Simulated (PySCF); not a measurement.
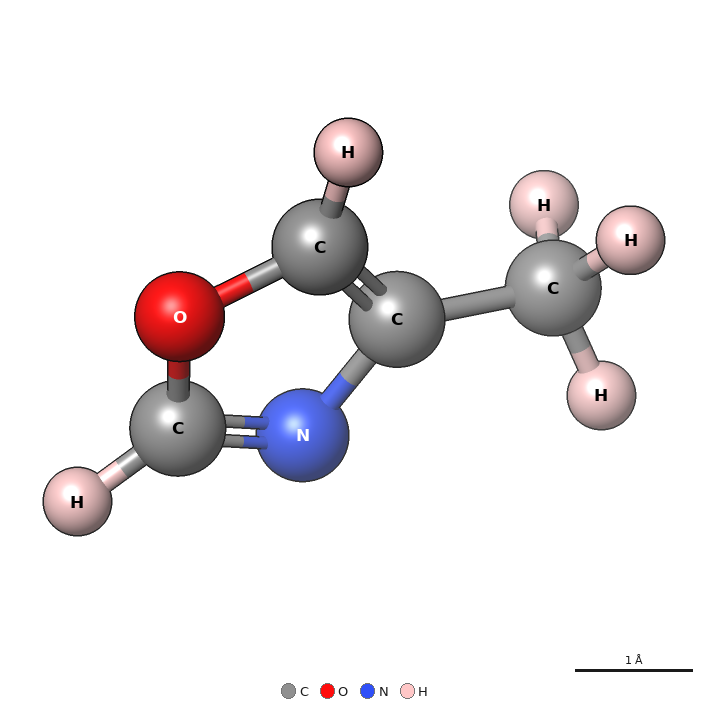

Distant atoms are faded towards the background colour. The computed structure is the end point of a GFN2-xTB optimisation. No frequency run is at hand to confirm it as a minimum. Masses are those of the most abundant isotopes; constants are for the rigid equilibrium geometry.

> Classify the rotor and give the rotational constants (GHz).

An asymmetric top (C1): A = 9.45, B = 3.57, C = 2.63 GHz. Ray's parameter κ is −0.73, nearer the prolate limit.
